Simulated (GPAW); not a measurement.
# Does Co1 on Re4 0001 carry moments in GPAW?

Aim: find out whether Co1 on Re4 0001 carries moments when they start parallel, and what they gain.

Main program and level: GPAW 26.7.0; PBE; plane waves with GPAW's PAW setups, scalar-relativistic.

## 1. The starting structure

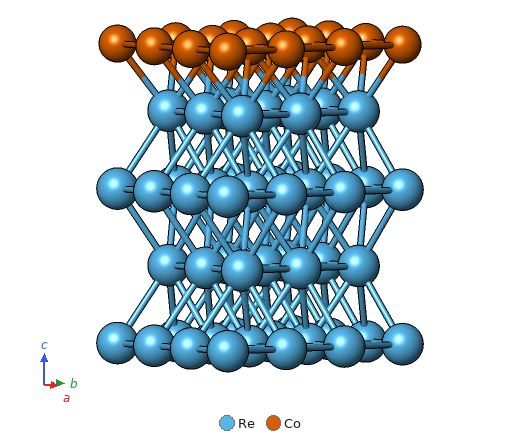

The starting structure, seen from the side, with the c axis up (rhenium blue, cobalt orange). 3×3×1 cells are drawn. Some periodic images of atoms are drawn too.

The cell holds 5 atoms: 4 Re and 1 Co. Cell: a = 2.761 Å, b = 2.761 Å, c = 20.634 Å, α = 90.0°, β = 90.0°, γ = 120.0°. ideal sites on the substrate's mesh, layer spacings from atomic volumes, unrelaxed, 12 A of vacuum. Vacuum lies along c.

## 2. Start 1: ferro +

Parallel moments need no larger cell; this start tests for a ferromagnetic state only.

order1.py reads:

```python
import json
import numpy as np
from ase import Atoms
from ase.parallel import paropen, parprint
from gpaw import GPAW

atoms = Atoms(['Re', 'Re', 'Re', 'Re', 'Co'],
    cell=[[2.761, 0.0, 0.0],
         [-1.3805, 2.391096, 0.0],
         [0.0, 0.0, 20.633987]],
    scaled_positions=[[0.0, 0.0, 0.290782],
         [0.333333, 0.666667, 0.398695],
         [0.0, 0.0, 0.506607],
         [0.333333, 0.666667, 0.614519],
         [0.0, 0.0, 0.709218]],
    pbc=True,
    magmoms=[0.0, 0.0, 0.0, 0.0, 1.8])
atoms.calc = GPAW(mode={'name': 'pw', 'ecut': 450},
    xc='PBE',
    kpts={'size': (18, 18, 1), 'gamma': True},
    occupations={'name': 'fermi-dirac', 'width': 0.05},
    convergence={'density': 1e-05, 'energy': 1e-05},
    maxiter=200,
    mixer={'name': 'pulay', 'beta': 0.03, 'nmaxold': 8, 'weight': 100},
    symmetry={'tolerance': 1e-4},
    txt='order1.txt')
e = atoms.get_potential_energy(force_consistent=True)
res = {'free_energy': e, 'energy_sigma0': atoms.get_potential_energy(), 'fermi_energy': atoms.calc.get_fermi_level()}
res['moments'] = atoms.get_magnetic_moments().tolist()
res['total'] = atoms.get_magnetic_moment()
parprint('site moments (muB):', np.round(res['moments'], 3))
parprint(f"total moment: {res['total']:.3f} muB")
parprint(f'free energy: {e:.6f} eV')
atoms.calc.write('order1.gpw')
with paropen('results.json', 'w') as f:
    json.dump(res, f)
```

On the command line:

```
> OMP_NUM_THREADS=1 mpirun -n 4 gpaw python order1.py > order1.log
```

Numbers of over 12 decimals in the logs are rounded to 6 here.

Output:

```text
site moments (muB): [ 0.057  0.017  0.048 -0.016  1.373]
total moment: 1.458 muB
free energy: -52.366916 eV

--- order1.txt ---
Input parameters:
  mode=PW(ecut=450),
  convergence={'density': 1e-05, 'energy': 1e-05},
  kpts=MonkhorstPack(size=(18, 18, 1), gamma=True),
  maxiter=200,
  mixer=Pulay(name='pulay', nmaxold=8, beta=0.03, weight=100, sigma=0.015, g_ss=None),
  occupations=Occupations(name='fermi-dirac', width=0.05),
  symmetry=Symmetry(tolerance=0.0001),
  xc=XC(name='PBE')

Diagonalizing LCAO Hamiltonian
Converting LCAO to pw mode

       Co

        Re

       Re

        Re

       Re

Atoms  # Å, Bohr magnetons
|   | symbol |         x |        y |         z |    initial magnetic moments |
|---|--------|-----------|----------|-----------|-----------------------------|
| 0 |     Re |  0.000000 | 0.000000 |  5.999992 | ( 0.0000,  0.0000,  0.0000) |
| 1 |     Re | -0.000001 | 1.594065 |  8.226667 | ( 0.0000,  0.0000,  0.0000) |
| 2 |     Re |  0.000000 | 0.000000 | 10.453322 | ( 0.0000,  0.0000,  0.0000) |
| 3 |     Re | -0.000001 | 1.594065 | 12.679977 | ( 0.0000,  0.0000,  0.0000) |
| 4 |     Co |  0.000000 | 0.000000 | 14.633995 | ( 0.0000,  0.0000,  1.8000) |

Unit cell  # Å
| periodic |         x |        y |         z |   lengths |     angles |
|----------|-----------|----------|-----------|-----------|------------|
|      yes |  2.761000 | 0.000000 |  0.000000 |  2.761000 |  90.000000 |
|      yes | -1.380500 | 2.391096 |  0.000000 |  2.761000 |  90.000000 |
|      yes |  0.000000 | 0.000000 | 20.633987 | 20.633987 | 120.000001 |

Number of symmetries: 6

BZ-sampling:
  Number of BZ points: 324
  Number of IBZ points: 37

  Monkhorst-Pack size: [18, 18, 1]
  Monkhorst-Pack shift: [0.027778, 0.027778, 0.0]

K-points  # in reciprocal-cell coordinates
|     |                                coordinates |     weight |
|-----|--------------------------------------------|------------|
|   0 | ( -0.00000000,  -0.00000000,   0.00000000) | 0.00308642 |
|   1 | (  0.05555556,  -0.00000000,   0.00000000) | 0.01851852 |
|   2 | (  0.11111111,  -0.05555556,   0.00000000) | 0.01851852 |
|   3 | (  0.11111111,  -0.00000000,   0.00000000) | 0.01851852 |
|   4 | (  0.16666667,  -0.05555556,   0.00000000) | 0.03703704 |
|   5 | (  0.16666667,  -0.00000000,   0.00000000) | 0.01851852 |
|   6 | (  0.22222222,  -0.11111111,   0.00000000) | 0.01851852 |
|   7 | (  0.22222222,  -0.05555556,   0.00000000) | 0.03703704 |
|   8 | (  0.22222222,  -0.00000000,   0.00000000) | 0.01851852 |
|   9 | (  0.27777778,  -0.11111111,   0.00000000) | 0.03703704 |
| ... |                                            |            |
|  36 | (  0.50000000,   0.50000000,   0.00000000) | 0.00925926 |

Plane wave coefficients: 2984
Cutoff: 450.000000 eV

Spin-components: 2 (collinear spins)
Bands:           42
Projectors:      30
Spin-degeneracy: 1
Datatype:        complex128

Parallelization:
  kpt:    4
  domain: 1
  band:   1

Density:
  Valence electrons: 61.0
  Components: 2
  Grid points: [ 14  14 105]
  Charge: 0.0  # |e|

Potential:
  Grid points: [ 14  14 105]

species:
  Re:
    name:    Rhenium
    Z:       75.0
    valence: 13
    core:    62
    charge:  0.0  # [|e|]
    compensation charges:
      type: gauss
      rc: 0.42  # [Å]
      lmax: 2
    cutoffs:
      filter: 2.40  # [Å]
      core: 2.76  # [Å]
    projectors
    | kind |    occ | energy [eV] | rcut [Å] |
    |------|--------|-------------|----------|
    |   6s |  2.000 |      -5.924 |    1.376 |
    |   5p |  6.000 |     -47.045 |    1.376 |
    |   6p |  0.000 |      -1.325 |    1.376 |
    |   5d |  5.000 |      -5.383 |    1.307 |
    |    s |        |      21.287 |    1.376 |
    |    d |        |      21.828 |    1.307 |

    Using partial waves for Re as LCAO basis

  Co:
    name:    Cobalt
    Z:       27.0
    valence: 9
    core:    18
    charge:  0.0  # [|e|]
    compensation charges:
      type: gauss
      rc: 0.32  # [Å]
      lmax: 2
    cutoffs:
      filter: 1.87  # [Å]
      core: 2.55  # [Å]
    projectors
    | kind |    occ | energy [eV] | rcut [Å] |
    |------|--------|-------------|----------|
    |   4s |  2.000 |      -5.469 |    1.005 |
    |   4p |  0.000 |      -1.277 |    1.058 |
    |   3d |  7.000 |      -8.205 |    1.005 |
    |    s |        |      21.742 |    1.005 |
    |    p |        |      25.934 |    1.058 |
    |    d |        |      19.007 |    1.005 |

    Using partial waves for Co as LCAO basis

Reference energy: -1852652.931969  # eV

eigensolver:
  PPCG
  Converge bands: occupied
  niter=2

density mixing:
  Pulay-Mixer
  Linear mixing parameters: 0.03
  Old densities: 8
  Fourier metric: weight=100, sigma=0.015

occupation numbers:
  Fermi-Dirac:
    width: 0.0500  # eV

poisson solver:
  ecut: 3600.000000  # eV

xc functional:
  name: PBE with 2 nearest neighbor stencil

convergence criteria:
- Maximum integral of absolute [dens]ity change: 1e-05 electrons / valence electron
- Maximum [total energy] change in last 3 cyles: 1e-05 eV / valence electron
- Maximum integral of absolute [eigenst]ate change: 4e-08 eV^2 / valence electron
maximum number of iterations: 200

SCF iterations
|iter     |      energy | eigst |  dens |  magmom |
|---------|-------------|-------|-------|---------|
|iter:   1|       0s |  -54.968835 | +0.33 |       |  +1.8018|
|iter:   2|       3s |  -58.053714 | -1.06 | -0.93 |  +1.7697|
|iter:   3|       7s |  -53.626860 | -1.49 | -0.85 |  +1.7772|
|iter:   4|      11s |  -53.413336 | -2.57 | -1.07 |  +1.7644|
|iter:   5|      15s |  -52.876376 | -1.82 | -1.11 |  +1.7191|
|iter:   6|      19s |  -52.730320 | -1.58 | -1.25 |  +1.6750|
|iter:   7|      23s |  -52.474343 | -2.19 | -1.23 |  +1.6487|
|iter:   8|      27s |  -52.380700 | -2.49 | -1.36 |  +1.6345|
|iter:   9|      31s |  -52.281885 | -1.86 | -1.44 |  +1.5543|
|iter:  10|      35s |  -52.285774 | -2.86 | -1.83 |  +1.5551|
[... 30 iterations left out ...]
|iter:  41|     145s |  -52.344377c| -7.62c| -4.44 |  +1.4557|
|iter:  42|     147s |  -52.344380c| -7.61c| -4.54 |  +1.4563|
|iter:  43|     149s |  -52.344381c| -7.93c| -4.66 |  +1.4565|
|iter:  44|     151s |  -52.344383c| -7.61c| -4.70 |  +1.4571|
|iter:  45|     153s |  -52.344384c| -8.11c| -4.69 |  +1.4571|
|iter:  46|     155s |  -52.344383c| -7.87c| -4.70 |  +1.4571|
|iter:  47|     157s |  -52.344383c| -8.34c| -4.86 |  +1.4571|
|iter:  48|     158s |  -52.344383c| -8.17c| -4.90 |  +1.4571|
|iter:  49|     160s |  -52.344385c| -7.80c| -4.97 |  +1.4575|
|iter:  50|     162s |  -52.344385c| -8.47c| -5.22c|  +1.4576|

Converged in 50 steps
Energy contributions relative to reference atoms: (reference = -1852652.931969)

Energy contributions:
  Kinetic:          11.906618
  Coulomb:         -18.360757
  Zero:              0.401847
  External:          0.000000
  Xc:              -46.269563
  Entropy:          -0.045061
  Spinorbit:         0.000000
  ----------------------------
  Free energy:     -52.366916
  Extrapolated:    -52.344385

dipole moment: (-20.650666, -18.593212, 0.062959)  # |e|*Ang

Total magnetic moment: (0.000000, 0.000000, 1.457561)

Local magnetic moments
|        x |        y |         z |
|----------|----------|-----------|
| 0.000000 | 0.000000 |  0.056633 |  # Re   0
| 0.000000 | 0.000000 |  0.017368 |  # Re   1
| 0.000000 | 0.000000 |  0.048199 |  # Re   2
| 0.000000 | 0.000000 | -0.015922 |  # Re   3
| 0.000000 | 0.000000 |  1.373348 |  # Co   4

Fermi level: 4.884
Eigenvalues  # (at kpt = [-0.000, -0.000, 0.000])
| band index |      eig [eV] | occ [0-1] |      eig [eV] | occ [0-1] |
|------------|---------------|-----------|---------------|-----------|
|          0 |       -37.476 |     1.000 |       -37.458 |     1.000 |
|        ... |               |           |               |           |
|         25 |         3.192 |     1.000 |         3.521 |     1.000 |
|         26 |         3.386 |     1.000 |         3.877 |     1.000 |
|         27 |         3.474 |     1.000 |         3.877 |     1.000 |
|         28 |         3.474 |     1.000 |         4.067 |     1.000 |
|         29 |         3.934 |     1.000 |         4.067 |     1.000 |
|         30 |         3.934 |     1.000 |         4.292 |     1.000 |
|         31 |         4.124 |     1.000 |         4.889 |     0.473 |
|         32 |         4.124 |     1.000 |         4.969 |     0.154 |
|         33 |         4.877 |     0.535 |         4.969 |     0.154 |
|         34 |         5.658 |     0.000 |         5.695 |     0.000 |
|         35 |         5.658 |     0.000 |         5.783 |     0.000 |
|         36 |         5.676 |     0.000 |         5.783 |     0.000 |
|         37 |         6.739 |     0.000 |         6.838 |     0.000 |
|         38 |         6.739 |     0.000 |         6.838 |     0.000 |
|         39 |         7.681 |     0.000 |         7.746 |     0.000 |
|        ... |               |           |               |           |
|         41 |         8.133 |     0.000 |         8.172 |     0.000 |

No gap
No difference between direct/indirect transitions
```

The job ended after 2.9 min (4 MPI ranks of Arm Neoverse V1, shared host; peak memory 0.96 GiB; 11 min of CPU time).

Spin moment in the augmentation sphere by atom:

| atom | spin moment in the augmentation sphere (μB) |
| --- | --- |
| Re1 | 0.06 |
| Re2 | 0.02 |
| Re3 | 0.05 |
| Re4 | -0.02 |
| Co5 | 1.37 |

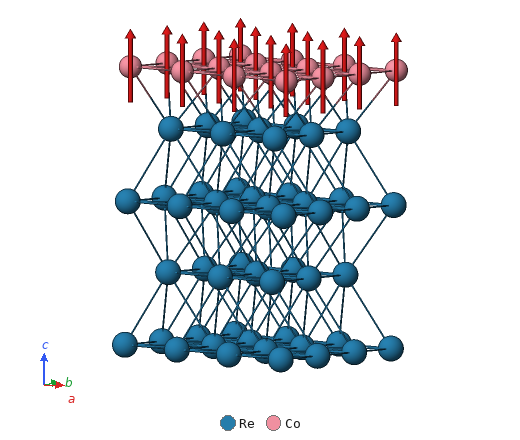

Spin moment in the augmentation sphere as arrows, the longest 1.37 μB. Up and down stand for the sign. Arrows give size and sign along the axis of quantisation, drawn up and down the page. 3×3×1 cells are drawn. Some periodic images of atoms are drawn too.

Read from the output:

```yaml
magnetization: 1.458 μB
final_state: ferromagnetic
```

After 50 cycles the largest moment stands at 1.37 μB.

## 3. Start 2: no spin polarisation

This run holds no moments, which gives a state to set the others against.

nospin.py is the script of step 2 with these lines changed:

```diff
@@ -15,4 +15,3 @@
          [0.0, 0.0, 0.709218]],
-    pbc=True,
-    magmoms=[0.0, 0.0, 0.0, 0.0, 1.8])
+    pbc=True)
 atoms.calc = GPAW(mode={'name': 'pw', 'ecut': 450},
@@ -25,11 +24,7 @@
     symmetry={'tolerance': 1e-4},
-    txt='order1.txt')
+    txt='nospin.txt')
 e = atoms.get_potential_energy(force_consistent=True)
 res = {'free_energy': e, 'energy_sigma0': atoms.get_potential_energy(), 'fermi_energy': atoms.calc.get_fermi_level()}
-res['moments'] = atoms.get_magnetic_moments().tolist()
-res['total'] = atoms.get_magnetic_moment()
-parprint('site moments (muB):', np.round(res['moments'], 3))
-parprint(f"total moment: {res['total']:.3f} muB")
 parprint(f'free energy: {e:.6f} eV')
-atoms.calc.write('order1.gpw')
+atoms.calc.write('nospin.gpw')
 with paropen('results.json', 'w') as f:
```

On the command line:

```
> OMP_NUM_THREADS=1 mpirun -n 4 gpaw python nospin.py > nospin.log
```

Output:

```text
free energy: -52.280609 eV

--- nospin.txt ---
Input parameters:
  mode=PW(ecut=450),
  convergence={'density': 1e-05, 'energy': 1e-05},
  kpts=MonkhorstPack(size=(18, 18, 1), gamma=True),
  maxiter=200,
  mixer=Pulay(name='pulay', nmaxold=8, beta=0.03, weight=100, sigma=0.015, g_ss=None),
  occupations=Occupations(name='fermi-dirac', width=0.05),
  symmetry=Symmetry(tolerance=0.0001),
  xc=XC(name='PBE')

Diagonalizing LCAO Hamiltonian
Converting LCAO to pw mode

       Co

        Re

       Re

        Re

       Re

Atoms  # Å, Bohr magnetons
|   | symbol |         x |        y |         z |    initial magnetic moments |
|---|--------|-----------|----------|-----------|-----------------------------|
| 0 |     Re |  0.000000 | 0.000000 |  5.999992 | ( 0.0000,  0.0000,  0.0000) |
| 1 |     Re | -0.000001 | 1.594065 |  8.226667 | ( 0.0000,  0.0000,  0.0000) |
| 2 |     Re |  0.000000 | 0.000000 | 10.453322 | ( 0.0000,  0.0000,  0.0000) |
| 3 |     Re | -0.000001 | 1.594065 | 12.679977 | ( 0.0000,  0.0000,  0.0000) |
| 4 |     Co |  0.000000 | 0.000000 | 14.633995 | ( 0.0000,  0.0000,  0.0000) |

Unit cell  # Å
| periodic |         x |        y |         z |   lengths |     angles |
|----------|-----------|----------|-----------|-----------|------------|
|      yes |  2.761000 | 0.000000 |  0.000000 |  2.761000 |  90.000000 |
|      yes | -1.380500 | 2.391096 |  0.000000 |  2.761000 |  90.000000 |
|      yes |  0.000000 | 0.000000 | 20.633987 | 20.633987 | 120.000001 |

Number of symmetries: 6

BZ-sampling:
  Number of BZ points: 324
  Number of IBZ points: 37

  Monkhorst-Pack size: [18, 18, 1]
  Monkhorst-Pack shift: [0.027778, 0.027778, 0.0]

Plane wave coefficients: 2984
Cutoff: 450.000000 eV

Spin-components: 1 (collinear spins)
Bands:           41
Projectors:      30
Spin-degeneracy: 2
Datatype:        complex128

Parallelization:
  kpt:    4
  domain: 1
  band:   1

Density:
  Valence electrons: 61.0
  Components: 1
  Grid points: [ 14  14 105]
  Charge: 0.0  # |e|

Potential:
  Grid points: [ 14  14 105]

[... setups left out ...]
Reference energy: -1852652.931969  # eV

eigensolver:
  PPCG
  Converge bands: occupied
  niter=2

density mixing:
  Pulay-Mixer
  Linear mixing parameters: 0.03
  Old densities: 8
  Fourier metric: weight=100, sigma=0.015

occupation numbers:
  Fermi-Dirac:
    width: 0.0500  # eV

poisson solver:
  ecut: 3600.000000  # eV

xc functional:
  name: PBE with 2 nearest neighbor stencil

convergence criteria:
- Maximum integral of absolute [dens]ity change: 1e-05 electrons / valence electron
- Maximum [total energy] change in last 3 cyles: 1e-05 eV / valence electron
- Maximum integral of absolute [eigenst]ate change: 4e-08 eV^2 / valence electron
maximum number of iterations: 200

SCF iterations
|iter     |      energy | eigst |  dens |
|---------|-------------|-------|-------|
|iter:   1|       0s |  -55.501699 | +0.33 |       |
|iter:   2|       2s |  -58.914151 | -0.93 | -1.01 |
|iter:   3|       4s |  -53.796746 | -1.28 | -0.87 |
|iter:   4|       6s |  -53.776334 | -2.75 | -1.11 |
|iter:   5|       8s |  -52.957462 | -1.33 | -1.11 |
|iter:   6|      10s |  -53.040571 | -1.94 | -1.28 |
|iter:   7|      12s |  -52.368112 | -1.06 | -1.22 |
|iter:   8|      14s |  -52.385028 | -2.50 | -1.55 |
|iter:   9|      16s |  -52.392191 | -3.11 | -1.53 |
|iter:  10|      18s |  -52.225341 | -1.94 | -1.51 |
[... 19 iterations left out ...]
|iter:  30|      59s |  -52.253199c| -6.97 | -4.05 |
|iter:  31|      61s |  -52.253203c| -7.70c| -4.18 |
|iter:  32|      63s |  -52.253201c| -7.39 | -4.21 |
|iter:  33|      65s |  -52.253194c| -6.59 | -4.23 |
|iter:  34|      67s |  -52.253195c| -7.78c| -4.67 |
|iter:  35|      68s |  -52.253196c| -7.51c| -4.72 |
|iter:  36|      69s |  -52.253196c| -7.54c| -4.80 |
|iter:  37|      69s |  -52.253196c| -7.52c| -4.85 |
|iter:  38|      70s |  -52.253195c| -7.61c| -4.94 |
|iter:  39|      71s |  -52.253195c| -7.83c| -5.03c|

Converged in 39 steps
Energy contributions relative to reference atoms: (reference = -1852652.931969)

Energy contributions:
  Kinetic:           8.616786
  Coulomb:         -15.638054
  Zero:              0.405044
  External:          0.000000
  Xc:              -45.609555
  Entropy:          -0.054829
  Spinorbit:         0.000000
  ----------------------------
  Free energy:     -52.280609
  Extrapolated:    -52.253195

dipole moment: (-20.652034, -18.590167, 0.068663)  # |e|*Ang

Fermi level: 4.898
Eigenvalues  # (at kpt = [-0.000, -0.000, 0.000])
| band index |      eig [eV] | occ [0-2] |
|------------|---------------|-----------|
|          0 |       -37.486 |     2.000 |
|        ... |               |           |
|         26 |         3.612 |     2.000 |
|         27 |         3.612 |     2.000 |
|         28 |         3.647 |     2.000 |
|         29 |         3.993 |     2.000 |
|         30 |         3.993 |     2.000 |
|         31 |         4.550 |     1.998 |
|         32 |         4.550 |     1.998 |
|         33 |         4.892 |     1.058 |
|         34 |         5.691 |     0.000 |
|         35 |         5.713 |     0.000 |
|         36 |         5.713 |     0.000 |
|         37 |         6.768 |     0.000 |
|         38 |         6.768 |     0.000 |
|         39 |         7.698 |     0.000 |
|         40 |         7.698 |     0.000 |

No gap
No difference between direct/indirect transitions
```

Run time: 77 s. Hardware: 4 MPI ranks; peak memory 0.83 GiB; 5.1 min of CPU time.

This step gave:

| Quantity | Value |
| --- | --- |
| final state | non-magnetic (no spin polarisation) |

It lies 86.3 meV a seeded atom over the first start.

## 4. Ranking

These are free energies at a smearing of 0.05 eV, so its entropy term is in the differences. They are divided by the number of seeded atoms, so that cells of unlike size compare.

Orders:

| start | final state | typed order kept | energy over the lowest (meV a seeded atom) | largest site moment (μB) | net moment (μB a primitive cell) | mesh matched | CPU time (s) |
| --- | --- | --- | --- | --- | --- | --- | --- |
| ferro + | ferromagnetic | yes | 0 | 1.373 | 1.458 | yes | 686.8 |
| no spin polarisation | non-magnetic | - | 86.31 | 0 | 0 | yes | 308.2 |

## 5. Summary of results

```
lower run                          : with moments
largest site moment                : 1.37 μB
energy gained by spin polarisation : 86.3 meV a seeded atom
```

**Reading.** The crystal holds moments, up to 1.37 μB, and gains 86.3 meV a seeded atom by them. No antiferromagnetic order was tried, so the session says nothing on how the moments order.

[Logs and program files are shortened in this print: banners, set-up blocks, solver, clock and traceback lines can be left out without a mark of their own.]

[Logs are printed without paths, hosts, clocks, repeated set-up lines and the standing remarks that a program may print on its own settings, such as how far it seeks lower states.]

[Hosts, paths, dates, database ids (printed as entryN), source tags and the programs' standing remarks are cut or masked in the printed files.]

[Where a cell is said to come from a database of computed structures, the database is the Materials Project.]
